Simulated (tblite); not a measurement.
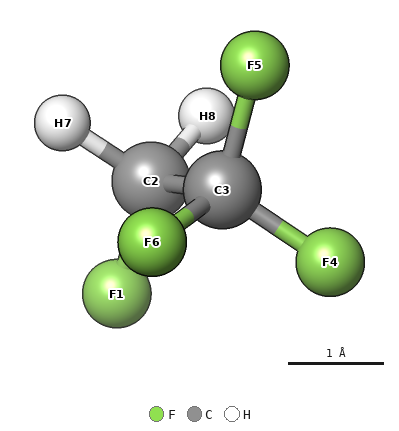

**Figure 1.** The starting structure (ball-and-stick view, seen at a tilt; atoms are numbered from 1 in the order of the input). Bond lengths as drawn: C–C 1.44 Å, C–F 1.37 to 1.42 Å and C–H 1.13 to 1.16 Å.

## Geometry relaxation of C2H2F4

System: C2H2F4, SMILES FCC(F)(F)F.
Method: GFN2-xTB geometry optimisation, gas phase (tblite 0.8.0).

Input
```
{"job": {"xc": "GFN2-xTB", "basis": "xTB", "kind": "relax"}, "charge": 0, "multiplicity": 1}
F      1.421500    -0.000200    -1.224900
C      0.760100     0.091800    -0.017500
C     -0.668000    -0.113800    -0.032600
F     -1.115400    -1.267900    -0.615400
F     -1.167100    -0.053600     1.300300
F     -1.378400     0.899900    -0.717600
H      0.961000     1.109400     0.441800
H      1.222700    -0.628100     0.767800
```

The first line tells a small driver script what to run in tblite; the rest is the geometry in Å.

Run on 1 CPU thread, shared host.

Command:
```bash
OMP_NUM_THREADS=1 python <driver script> task.json out
```

Output
```
step      E/eV     max force
  0    -658.81133    4.233
  1    -659.19631    1.149
  2    -659.24171    0.586
  3    -659.26271    0.334
  4    -659.27091    0.281
  5    -659.27542    0.226
  6    -659.27971    0.240
  7    -659.28200    0.144
  8    -659.28379    0.124
  9    -659.28555    0.146
 10    -659.28716    0.155
 11    -659.28825    0.099
 12    -659.28896    0.070
 13    -659.28951    0.076
 14    -659.28984    0.060
 15    -659.28995    0.030
 16    -659.28999    0.023
 17    -659.29003    0.021
 18    -659.29006    0.021
 19    -659.29007    0.013
 20    -659.29009    0.015
 21    -659.29011    0.024
 22    -659.29018    0.052
 23    -659.29032    0.087
 24    -659.29060    0.118
 25    -659.29093    0.108
 26    -659.29111    0.049
 27    -659.29117    0.021
 28    -659.29119    0.018
 29    -659.29121    0.018
 30    -659.29124    0.016
 31    -659.29127    0.017
 32    -659.29130    0.014
 33    -659.29131    0.008
 34    -659.29132    0.005
 35    -659.29132    0.003
```

Trajectory as extended XYZ (Å, eV, eV/Å), 12 frames, from step=0 to step=35
```
8
Properties=species:S:1:pos:R:3:forces:R:3 step=0 energy=-658.81133
F     1.4215   -0.0002   -1.2249   -0.7110  -0.0720   0.9400
C     0.7601    0.0918   -0.0175    3.1350   0.4260   1.6920
C    -0.6680   -0.1138   -0.0326   -4.2100   0.1980  -0.3890
F    -1.1154   -1.2679   -0.6154    0.5530   1.1910   1.0020
F    -1.1671   -0.0536    1.3003    0.8030  -0.2880  -2.2390
F    -1.3784    0.8999   -0.7176    1.0670  -1.3900   1.1070
H     0.9610    1.1094    0.4418   -0.1660  -0.6140  -0.7240
H     1.2227   -0.6281    0.7678   -0.4710   0.5500  -1.3900
8
Properties=species:S:1:pos:R:3:forces:R:3 step=3 energy=-659.26271
F     1.3980   -0.0045   -1.1878   -0.1020  -0.0700   0.1110
C     0.7991    0.1020    0.0241   -0.1720   0.1130   0.0340
C    -0.7221   -0.0964   -0.0357    0.3060  -0.0970  -0.0910
F    -1.1068   -1.2470   -0.5851    0.0650  -0.0670   0.1340
F    -1.1558   -0.0672    1.2319   -0.2570  -0.1110   0.1000
F    -1.3560    0.8696   -0.6894   -0.0500   0.2190  -0.0980
H     0.9629    1.1050    0.4194    0.1170   0.2550  -0.0570
H     1.2169   -0.6239    0.7243    0.0930  -0.2430  -0.1320
8
Properties=species:S:1:pos:R:3:forces:R:3 step=6 energy=-659.27971
F     1.3858   -0.0114   -1.1768   -0.0310   0.0040  -0.1100
C     0.7948    0.1122    0.0360    0.1050  -0.0070   0.0110
C    -0.7151   -0.0949   -0.0367   -0.1860   0.0580   0.1400
F    -1.0969   -1.2516   -0.5712    0.1150  -0.0050  -0.0520
F    -1.1779   -0.0791    1.2267   -0.1220   0.0080   0.0260
F    -1.3522    0.8793   -0.6921    0.0800  -0.0570  -0.0090
H     0.9745    1.1265    0.4110    0.0540  -0.0200   0.0020
H     1.2232   -0.6433    0.7049   -0.0150   0.0190  -0.0070
8
Properties=species:S:1:pos:R:3:forces:R:3 step=9 energy=-659.28555
F     1.3741   -0.0136   -1.1834   -0.1130   0.0270   0.0090
C     0.7987    0.1161    0.0403   -0.0840  -0.0240  -0.0120
C    -0.7224   -0.0910   -0.0241    0.1440  -0.0180  -0.0160
F    -1.0787   -1.2531   -0.5704    0.0480   0.0460  -0.0030
F    -1.2046   -0.0828    1.2299   -0.0440   0.0380  -0.0400
F    -1.3438    0.8793   -0.6954   -0.0160  -0.0310   0.0200
H     0.9874    1.1327    0.4078    0.0510  -0.0970   0.0090
H     1.2256   -0.6499    0.6969    0.0150   0.0610   0.0330
8
Properties=species:S:1:pos:R:3:forces:R:3 step=12 energy=-659.28896
F     1.3528   -0.0121   -1.1890   -0.0680  -0.0070  -0.0130
C     0.7963    0.1157    0.0431    0.0190   0.0050   0.0300
C    -0.7185   -0.0893   -0.0168   -0.0320  -0.0030  -0.0500
F    -1.0605   -1.2505   -0.5713   -0.0030  -0.0470  -0.0020
F    -1.2256   -0.0805    1.2269    0.0460   0.0090  -0.0220
F    -1.3393    0.8755   -0.6957   -0.0240   0.0370  -0.0250
H     1.0021    1.1262    0.4081    0.0250   0.0240   0.0460
H     1.2291   -0.6472    0.6965    0.0380  -0.0160   0.0360
8
Properties=species:S:1:pos:R:3:forces:R:3 step=15 energy=-659.28995
F     1.3402   -0.0122   -1.1914   -0.0020  -0.0040  -0.0050
C     0.7964    0.1158    0.0463    0.0080   0.0060   0.0010
C    -0.7189   -0.0889   -0.0190   -0.0160   0.0090   0.0130
F    -1.0559   -1.2532   -0.5717   -0.0080   0.0070  -0.0020
F    -1.2272   -0.0789    1.2236    0.0080  -0.0020   0.0080
F    -1.3401    0.8767   -0.6981    0.0100  -0.0190  -0.0210
H     1.0084    1.1255    0.4126   -0.0020   0.0040   0.0200
H     1.2334   -0.6472    0.6994    0.0000   0.0000  -0.0140
8
Properties=species:S:1:pos:R:3:forces:R:3 step=19 energy=-659.29007
F     1.3384   -0.0122   -1.1920    0.0020   0.0130   0.0010
C     0.7965    0.1166    0.0467   -0.0040  -0.0030  -0.0010
C    -0.7192   -0.0884   -0.0183    0.0070  -0.0040  -0.0040
F    -1.0565   -1.2526   -0.5713    0.0000  -0.0060   0.0090
F    -1.2266   -0.0785    1.2244   -0.0040   0.0100  -0.0020
F    -1.3393    0.8747   -0.7013    0.0000   0.0020   0.0000
H     1.0089    1.1255    0.4159   -0.0020  -0.0050   0.0010
H     1.2341   -0.6474    0.6977    0.0010  -0.0060  -0.0040
8
Properties=species:S:1:pos:R:3:forces:R:3 step=22 energy=-659.29018
F     1.3368   -0.0080   -1.1922    0.0110   0.0140  -0.0170
C     0.7958    0.1164    0.0469    0.0290  -0.0060   0.0030
C    -0.7181   -0.0888   -0.0185   -0.0500   0.0110   0.0090
F    -1.0571   -1.2537   -0.5680    0.0050  -0.0230   0.0030
F    -1.2270   -0.0748    1.2241    0.0020   0.0100  -0.0090
F    -1.3382    0.8725   -0.7049    0.0060   0.0020   0.0050
H     1.0089    1.1235    0.4199   -0.0040   0.0050   0.0020
H     1.2351   -0.6494    0.6944    0.0000  -0.0140   0.0050
8
Properties=species:S:1:pos:R:3:forces:R:3 step=25 energy=-659.29093
F     1.3302    0.0339   -1.1978    0.0160   0.0060  -0.0230
C     0.7952    0.1127    0.0477    0.0720  -0.0030   0.0030
C    -0.7171   -0.0909   -0.0186   -0.0990   0.0350   0.0250
F    -1.0610   -1.2691   -0.5363    0.0130  -0.0130   0.0000
F    -1.2320   -0.0395    1.2213    0.0120  -0.0010  -0.0260
F    -1.3279    0.8553   -0.7341    0.0000  -0.0170   0.0110
H     1.0062    1.1075    0.4536   -0.0010   0.0070   0.0020
H     1.2427   -0.6723    0.6658   -0.0120  -0.0140   0.0080
8
Properties=species:S:1:pos:R:3:forces:R:3 step=28 energy=-659.29119
F     1.3302    0.0445   -1.1997    0.0050  -0.0010   0.0010
C     0.7970    0.1118    0.0475   -0.0070   0.0030  -0.0020
C    -0.7189   -0.0904   -0.0178    0.0120   0.0020  -0.0050
F    -1.0612   -1.2732   -0.5282    0.0050   0.0030   0.0020
F    -1.2338   -0.0311    1.2202    0.0000   0.0000   0.0030
F    -1.3264    0.8509   -0.7404   -0.0180  -0.0030  -0.0030
H     1.0057    1.1040    0.4611    0.0110   0.0000   0.0030
H     1.2436   -0.6790    0.6591   -0.0080  -0.0050   0.0000
8
Properties=species:S:1:pos:R:3:forces:R:3 step=31 energy=-659.29127
F     1.3321    0.0447   -1.1998   -0.0040   0.0000   0.0160
C     0.7974    0.1124    0.0471   -0.0100   0.0040  -0.0010
C    -0.7189   -0.0891   -0.0184    0.0020  -0.0070  -0.0030
F    -1.0597   -1.2729   -0.5276    0.0050  -0.0010  -0.0010
F    -1.2331   -0.0308    1.2202    0.0060   0.0050   0.0000
F    -1.3306    0.8498   -0.7407    0.0030  -0.0020   0.0040
H     1.0080    1.1040    0.4619    0.0070  -0.0080  -0.0020
H     1.2411   -0.6804    0.6591   -0.0100   0.0090  -0.0110
8
Properties=species:S:1:pos:R:3:forces:R:3 step=35 energy=-659.29132
F     1.3315    0.0515   -1.1999    0.0000   0.0000  -0.0030
C     0.7968    0.1126    0.0470    0.0000   0.0000   0.0000
C    -0.7190   -0.0890   -0.0187   -0.0010   0.0000   0.0000
F    -1.0587   -1.2755   -0.5223    0.0010  -0.0020   0.0000
F    -1.2332   -0.0246    1.2197    0.0010  -0.0010   0.0010
F    -1.3310    0.8460   -0.7455    0.0020   0.0010   0.0000
H     1.0099    1.1008    0.4678    0.0000   0.0020   0.0010
H     1.2399   -0.6842    0.6535   -0.0030  -0.0010   0.0010
```

Summary

- outcome: converged
- total energy: −659.2913 eV
- peak memory: 0.18 GiB
